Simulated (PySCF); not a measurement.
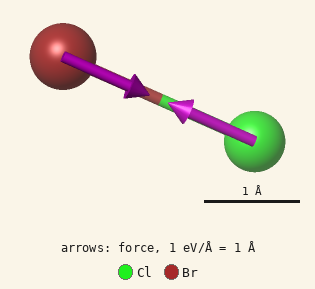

Starting geometry of BrCl with the computed forces as purple arrows. Style: ball-and-stick. Shown from a free direction.

The start comes from MMFF94s. Its atoms were then displaced at random by about 0.03 Å.

All numbers below come from PySCF 2.14.0, density-fitted response routines, PBE0-D3(BJ)/def2-SVP geometry optimisation, gas phase. 

What follows when this structure is relaxed?

It isn't relaxed: the largest force vector, on Cl atoms, is 1.02 eV/Å. The atoms end up moving mostly along the starting forces (cosine between the two patterns 1.00). The largest moves after the best rigid fit, 0.037 Å, are those of Cl and Br atoms. By element the largest moves are Cl 0.037 Å, Br 0.037 Å. Near-neighbour distances that change, for instance: Br–Cl 2.236 → 2.163 Å. After 5 geometry steps the energy has fallen by 0.90 kcal/mol. The run took 4.2 s on 1 thread of Arm Neoverse V1, on a shared host.
